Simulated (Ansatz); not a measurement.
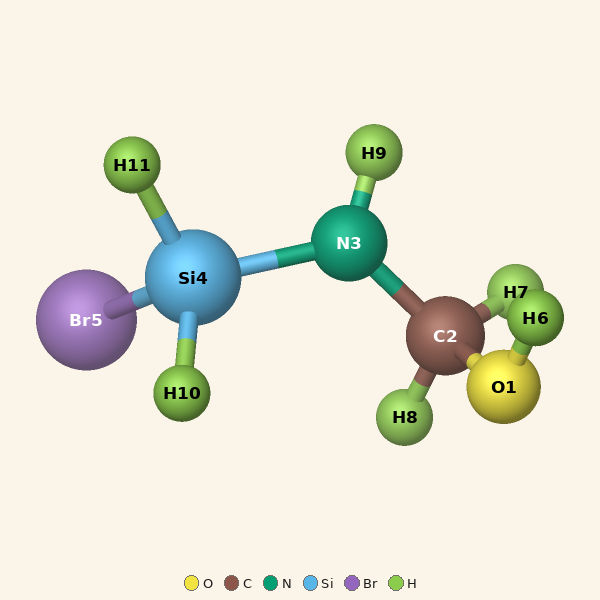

The computed structure is the end point of a PBE0-D4/def2-TZVP optimisation. No frequency run is at hand to confirm it as a minimum.

List the bonds and their lengths.

```csv
bond,length (Å),order
O1–C2,1.405,single
O1–H6,0.961,single
C2–N3,1.440,single
C2–H7,1.097,single
C2–H8,1.093,single
N3–Si4,1.706,single
N3–H9,1.007,single
Si4–Br5,2.239,single
Si4–H10,1.477,single
Si4–H11,1.479,single
```
